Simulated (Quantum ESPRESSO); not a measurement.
# Simulated XPS, UPS and emission spectra of MoSi2, part 10 of 14

What would valence photoemission of MoSi2 look like, and what sets its shape?

Quantum ESPRESSO 7.5; DFT, PBE, plane waves, ultrasoft GBRV pseudopotentials, scalar-relativistic (the session's first sound run).

So far. Step 8 (With PBEsol: self-consistent run): The run ends at a pressure of -2.93 GPa, with forces up to 0.33 eV/Å. Step 11 (With PBEsol: bands): Of the bands kept, 2 cross the Fermi level on this path.

The database entry behind the starting cell is an old determination (1927), so it need not match the best structure at ambient conditions.

## Step 12: Other settings: self-consistent run

Against step 2, at the same geometry, the k-mesh and the solver change.

This step: DFT, PBE, plane waves, ultrasoft GBRV pseudopotentials, scalar-relativistic; changed: K_POINTS = [11, 11, 11], diagonalization = "paro" (Quantum ESPRESSO 7.5).

Other settings are tried.

The input, scf.in:

```
&control
  calculation = 'scf'
  prefix = 'pes'
  outdir = './tmp'
  pseudo_dir = './pp'
  tprnfor = .true.
  tstress = .true.
/
&system
  ibrav = 0
  nat = 3
  ntyp = 2
  ecutwfc = 40.0
  ecutrho = 200.0
  occupations = 'smearing'
  nbnd = 21
  smearing = 'fd'
  degauss = 0.00367
/
&electrons
  conv_thr = 1.8e-08
  mixing_beta = 0.5
  electron_maxstep = 120
  diagonalization = 'paro'
/
ATOMIC_SPECIES
Mo 95.9500 mo_pbe_v1.uspp.F.UPF
Si 28.0850 si_pbe_v1.uspp.F.UPF
CELL_PARAMETERS angstrom
 -1.600000000 1.600000000 3.930500000
 1.600000000 -1.600000000 3.930500000
 1.600000000 1.600000000 -3.930500000
ATOMIC_POSITIONS crystal
Mo 0.000000000 0.000000000 0.000000000
Si 0.667000000 0.667000000 0.000000000
Si 0.333000000 0.333000000 0.000000000
K_POINTS automatic
11 11 11 0 0 0
```

Command:

```
$ OMP_NUM_THREADS=1 mpirun -n 4 pw.x -nk 4 -in scf.in > scf.out
```

Log:

```text
[banner, memory and clock lines left out]
Program PWSCF v.7.5 starts

          URL

     Message from routine setup:
     using ibrav=0 with symmetry is DISCOURAGED, use correct ibrav instead

     G-vector sticks info

     bravais-lattice index     =            0
     lattice parameter (alat)  =       8.5705  a.u.
     unit-cell volume          =     271.6091 (a.u.)^3
     number of atoms/cell      =            3
     number of atomic types    =            2
     number of electrons       =        22.00
     number of Kohn-Sham states=           21
     kinetic-energy cutoff     =      40.0000  Ry
     charge density cutoff     =     200.0000  Ry
     scf convergence threshold =      1.8E-08
     mixing beta               =       0.5000
     number of iterations used =            8  plain     mixing
     Exchange-correlation= SLA  PW   PBE  PBE
                           (   1   4   3   4   0   0   0)

     celldm(1)=   8.570451  celldm(2)=   0.000000  celldm(3)=   0.000000
     celldm(4)=   0.000000  celldm(5)=   0.000000  celldm(6)=   0.000000

     crystal axes: (cart. coord. in units of alat)
               a(1) = (  -0.352789   0.352789   0.866649 )
               a(2) = (   0.352789  -0.352789   0.866649 )
               a(3) = (   0.352789   0.352789  -0.866649 )

     reciprocal axes: (cart. coord. in units 2 pi/alat)
               b(1) = ( -0.000000  1.417277  0.576935 )
               b(2) = (  1.417277 -0.000000  0.576935 )
               b(3) = (  1.417277  1.417277  0.000000 )

     PseudoPot. # 1 for Mo read from file:
     ./pp/mo_pbe_v1.uspp.F.UPF
     Pseudo is Ultrasoft + core correction, Zval = 14.0
     Generated by new atomic code, or converted to UPF format
     Using radial grid of  889 points,  6 beta functions with:
                l(1) =   0
                l(2) =   0
                l(3) =   1
                l(4) =   1
                l(5) =   2
                l(6) =   2
     Q(r) pseudized with  6 coefficients,  rinner =    1.000   1.000   1.000
                                                       1.000   1.000

     PseudoPot. # 2 for Si read from file:
     ./pp/si_pbe_v1.uspp.F.UPF
     Pseudo is Ultrasoft + core correction, Zval =  4.0
     Generated by new atomic code, or converted to UPF format
     Using radial grid of  899 points,  6 beta functions with:
                l(1) =   0
                l(2) =   0
                l(3) =   1
                l(4) =   1
                l(5) =   2
                l(6) =   2
     Q(r) pseudized with  8 coefficients,  rinner =    0.900   0.900   0.900
                                                       0.900   0.900

     atomic species   valence    mass     pseudopotential
     Mo               14.00    95.95000     Mo( 1.00)
     Si                4.00    28.08500     Si( 1.00)

     16 Sym. Ops., with inversion, found

   Cartesian axes

     site n.     atom                  positions (alat units)
         1        Mo     tau(   1) = (   0.0000000   0.0000000   0.0000000  )
         2        Si     tau(   2) = (  -0.0000000  -0.0000000   1.1561091  )
         3        Si     tau(   3) = (   0.0000000   0.0000000   0.5771879  )

     number of k points=   126  Fermi-Dirac smearing, width (Ry)=  0.0037

     Number of k-points >= 100: set verbosity='high' to print them.

     Dense  grid:    13013 G-vectors     FFT dimensions: (  40,  40,  40)

     Smooth grid:     9269 G-vectors     FFT dimensions: (  36,  36,  36)

     Initial potential from superposition of free atoms

     starting charge      21.9976, renormalised to      22.0000
     Starting wfcs are   21 randomized atomic wfcs

     per-process dynamical memory:    30.6 Mb

     Self-consistent Calculation

     iteration #  1     ecut=    40.00 Ry     beta= 0.50
     ParO style diagonalization
     ethr =  1.00E-02,  avg # of iterations =  6.6

     Threshold (ethr) on eigenvalues was too large:
     Diagonalizing with lowered threshold

     ParO style diagonalization
     ethr =  2.79E-04,  avg # of iterations =  2.5

     total energy              =    -158.63043584 Ry
     estimated scf accuracy    <       0.06134403 Ry

     iteration #  2     ecut=    40.00 Ry     beta= 0.50
     ParO style diagonalization
     ethr =  2.79E-04,  avg # of iterations =  4.4

     total energy              =    -158.63257346 Ry
     estimated scf accuracy    <       0.03630110 Ry

     iteration #  3     ecut=    40.00 Ry     beta= 0.50
     ParO style diagonalization
     ethr =  1.65E-04,  avg # of iterations =  4.1

     total energy              =    -158.63955200 Ry
     estimated scf accuracy    <       0.00719242 Ry

     iteration #  4     ecut=    40.00 Ry     beta= 0.50
     ParO style diagonalization
     ethr =  3.27E-05,  avg # of iterations =  3.9

     total energy              =    -158.64050912 Ry
     estimated scf accuracy    <       0.00013610 Ry

     iteration #  5     ecut=    40.00 Ry     beta= 0.50
     ParO style diagonalization
     ethr =  6.19E-07,  avg # of iterations =  3.5

     total energy              =    -158.64051461 Ry
     estimated scf accuracy    <       0.00001078 Ry

     iteration #  6     ecut=    40.00 Ry     beta= 0.50
     ParO style diagonalization
     ethr =  4.90E-08,  avg # of iterations =  3.4

     total energy              =    -158.64051515 Ry
     estimated scf accuracy    <       0.00000008 Ry

     iteration #  7     ecut=    40.00 Ry     beta= 0.50
     ParO style diagonalization
     ethr =  3.65E-10,  avg # of iterations =  5.9

     End of self-consistent calculation

     Number of k-points >= 100: set verbosity='high' to print the bands.

     the Fermi energy is    16.0419 ev

!    total energy              =    -158.64051516 Ry
     estimated scf accuracy    <          8.1E-09 Ry
     smearing contrib. (-TS)   =      -0.00021525 Ry
     internal energy E=F+TS    =    -158.64029991 Ry

     The total energy is F=E-TS. E is the sum of the following terms:
     one-electron contribution =     -34.74127860 Ry
     hartree contribution      =      29.93779495 Ry
     xc contribution           =     -28.33625530 Ry
     ewald contribution        =    -125.50056096 Ry

     convergence has been achieved in   7 iterations

     Forces acting on atoms (cartesian axes, Ry/au):

     atom    1 type  1   force =     0.00000000    0.00000000   -0.00000000
     atom    2 type  2   force =    -0.00000000   -0.00000000   -0.01071937
     atom    3 type  2   force =     0.00000000    0.00000000    0.01071937

     Total force =     0.015159     Total SCF correction =     0.000038

     Computing stress (Cartesian axis) and pressure

          total   stress  (Ry/bohr**3)                   (kbar)     P=       19.98
   0.00016301   0.00000000   0.00000000           23.98        0.00        0.00
   0.00000000   0.00016301   0.00000000            0.00       23.98        0.00
   0.00000000   0.00000000   0.00008139            0.00        0.00       11.97

     XML data file, charge density, pseudopotentials, collected wavefunctions

                                        0.00s GPU  (    3203 calls)
```

Elapsed: 32 s, on 4 MPI ranks of Arm Neoverse V1, shared host.

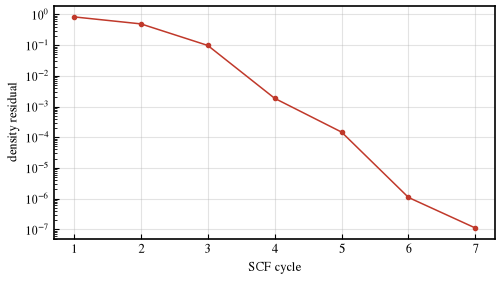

Residual by cycle in this run.

The run finished with changed settings (K_POINTS = [11, 11, 11] and diagonalization = "paro"); it serves as a test.

(Part 10 of 14 ends here.)

[Logs are printed without paths, hosts, clocks, repeated set-up lines and the standing remarks that a program may print on its own settings, such as how far it seeks lower states.]

[Hosts, paths, dates, database ids (printed as entryN), source tags and the programs' standing remarks are cut or masked in the printed files.]

[Maps of the electrostatic potential energy from Ansatz leave out the sawtooth potential of an applied field or a dipole correction, so their vacuum need not be flat; work functions include it.]

[Peak lists hold at most the 14 tallest peaks of each spectrum; further lines can be left out.]
